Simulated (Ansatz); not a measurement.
BN (zinc blende)

```
BN
1.0
    0.00000     3.62472     3.62472
    1.81236     1.81236     3.62472
    1.81236     1.81236     0.00000
N B
2 2
Cartesian
  2.71854   6.34325   6.34325
  2.71854   4.53089   4.53089
  0.00000   0.00000   0.00000
  1.81236   3.62472   5.43707
```

A phonon eigenvector at X = (0.5, 0.5, 0.0) is frozen into this cell: atom i moves by Q times the vector below, so Q is the largest atomic displacement, in Å. The cell is held. It is one choice among 2 degenerate patterns. (q is in reciprocal vectors of the primitive cell; the cell shown is doubled to hold the pattern.)

```csv
atom,x,y,z
N1,0.000,-0.889,0.000
N2,0.000,0.889,0.000
B3,-1.000,0.000,0.000
B4,1.000,0.000,0.000
```

Calculation: PBE (plane waves to 420 eV, PAW, scalar-relativistic; Ansatz, a program for electronic structure). k mesh 16×16×16 (Γ-centred), Fermi-Dirac smearing 0.05 eV. E stands for the smeared free energy. BN was relaxed with its symmetry unable to fall. The zero of ΔE is the undisplaced structure.

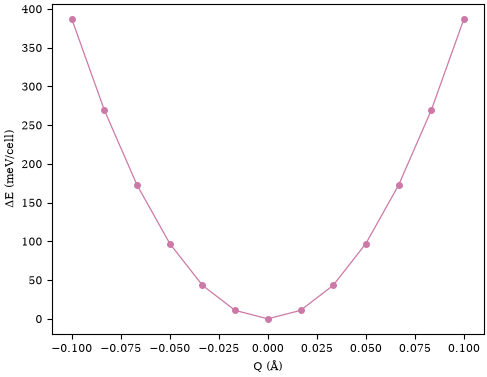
Figure: ΔE (meV/cell) against Q (Å); markers are the computed points, lines only join them.

Problem. What is the energy change at Q = 0.100 Å?

Solution. About 390 meV/cell.

Problem. What harmonic wavenumber does the curvature at Q = 0 give?

Solution. About 690 cm⁻¹.

(For displaced atoms, the force is minus the slope of the energy, and its curvature is a force constant, which sets phonon frequencies.)
